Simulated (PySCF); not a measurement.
C$_{4}$H$_{8}$F$_{3}$O$_{2}$ (SMILES C[O+](C)COC(F)(F)F) (charge +1)

```yaml
atoms:
  - { symbol: C, position_ang: [-1.3266, 1.2005, 0.4101] }
  - { symbol: O, position_ang: [-1.0337, -0.2239, 0.4969] }
  - { symbol: C, position_ang: [-1.5972, -0.9519, -0.6332] }
  - { symbol: C, position_ang: [0.3619, -0.4902, 0.6665] }
  - { symbol: O, position_ang: [1.0340, -0.0396, -0.4893] }
  - { symbol: C, position_ang: [2.3727, 0.1538, -0.3713] }
  - { symbol: F, position_ang: [2.9916, -0.9637, -0.0104] }
  - { symbol: F, position_ang: [2.6400, 1.0676, 0.5618] }
  - { symbol: F, position_ang: [2.8332, 0.5626, -1.5233] }
  - { symbol: H, position_ang: [-2.4103, 1.3120, 0.4143] }
  - { symbol: H, position_ang: [-0.9165, 1.6926, 1.2918] }
  - { symbol: H, position_ang: [-0.9046, 1.6383, -0.4954] }
  - { symbol: H, position_ang: [-1.4477, -2.0174, -0.4615] }
  - { symbol: H, position_ang: [-1.1255, -0.6526, -1.5698] }
  - { symbol: H, position_ang: [-2.6656, -0.7421, -0.6621] }
  - { symbol: H, position_ang: [0.7037, 0.0413, 1.5668] }
  - { symbol: H, position_ang: [0.4836, -1.5754, 0.7984] }
```

Geometry: GFN2-xTB.

Theory: PySCF 2.14.0, PBE0/pcSseg-1, SCF density, gas phase, non-relativistic.

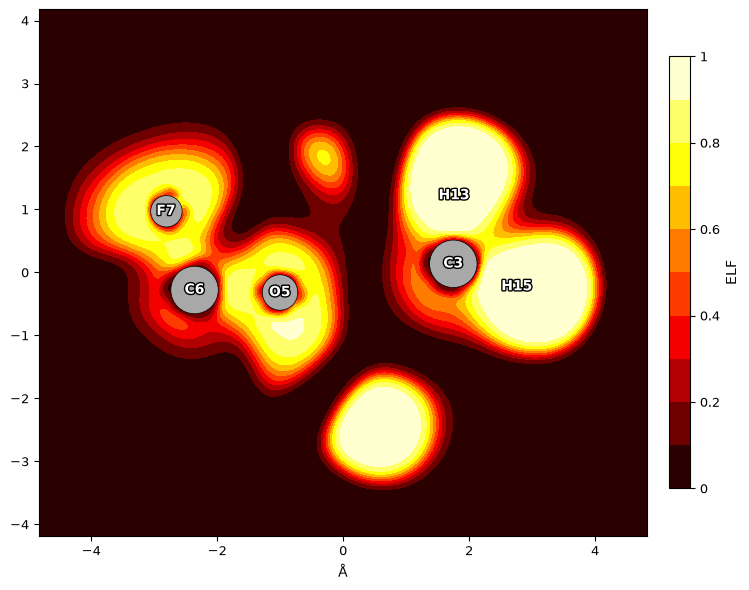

Figure 1. Electron localisation function on the plane of atoms O5, C6 and F7. Grey discs cover the atomic cores.

> What do the fields say about this system?

- The plane passes through C, O, F and H nuclei.
- C–F (1.33 Å): the ELF peaks at about 0.85 between the atoms (a shared but strongly polarised pair).
- C–O (1.36 Å): the ELF peaks at about 0.90 between the atoms, as expected for a polar covalent bond.
- C–H (1.09 Å): the ELF climbs to about 1 towards the hydrogen, as it does in any bond to H: a covalent bond by its length.
- The ELF also peaks beside O5 and F7, away from the bonds: lone-pair regions.

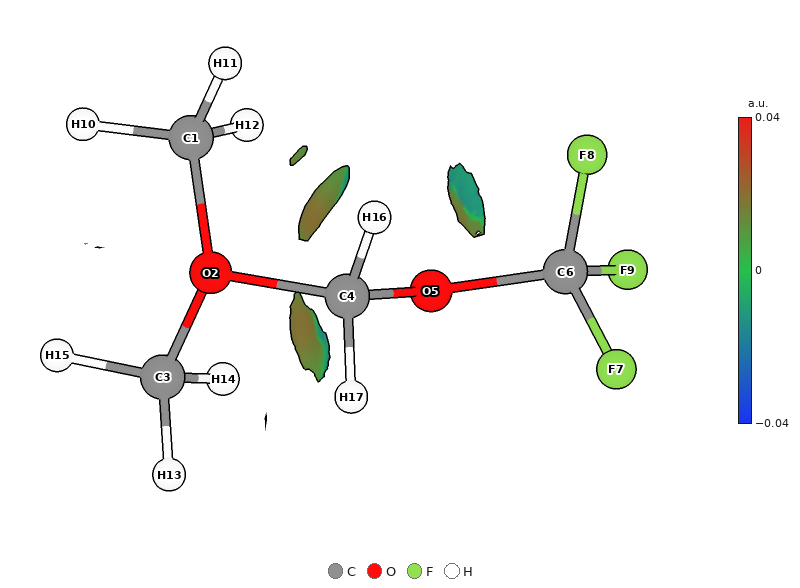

Figure 2. Non-covalent interaction (NCI) plot: the surface where the reduced density gradient is 0.6, for densities under 0.05 a.u., coloured by sign(λ₂)ρ; seen across its widest extent.

> Identify the weak interactions.

Between H14 and C3 on one side and O5 and C4 on the other: a weak contact, attractive (blue-green) on one side and crowded (olive to red) on the other; between C1 and H12 on one side and O5 and C4 on the other: a weak contact, attractive (blue-green) on one side and crowded (olive to red) on the other; between H16 and C4 on one side and F8 and C6 on the other: a weak contact, attractive (blue-green) on one side and crowded (olive to red) on the other.
